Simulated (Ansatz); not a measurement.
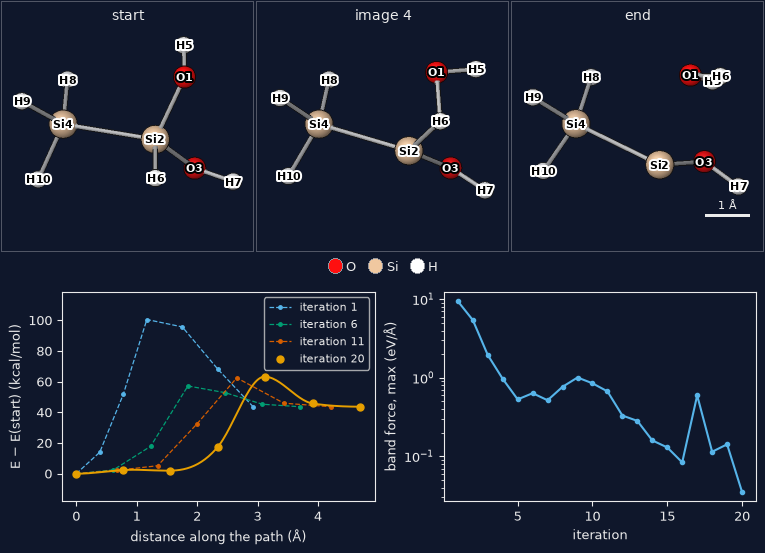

A search for the minimum-energy path of Si$_{2}$H$_{6}$O$_{2}$ by the nudged elastic band. Images are numbered from 0 (start) to 6 (end). The plot follows the band through its iterations. A ball-and-stick model, seen at a tilt.

Computed with Ansatz 0.2.0, UKS PBE/cc-pVDZ. Run with 5 movable images; climbing image; force threshold 0.05 eV/Å; iteration limit 60; starting path through a guess of the saddle point.

Q: Judge this run.

A: The run is converged, with reservations. The band converged in 20 iterations. The largest component of the band force went from 9.4 to 0.035 eV/Å. The climbing image converged on the top of the path. Its vibrational analysis gives one imaginary mode (1214i cm⁻¹), as a transition state must have. The first iteration put the highest image at 100.5 kcal/mol. Forward barrier 63.3 kcal/mol, backward barrier 19.6 kcal/mol, with image 4 at the top; the reaction energy is +43.7 kcal/mol.

Cost: 2.3 min on 2 threads of Intel(R) Xeon(R) 6975P-C (Granite Rapids) (shared host), peak memory 0.19 GiB.
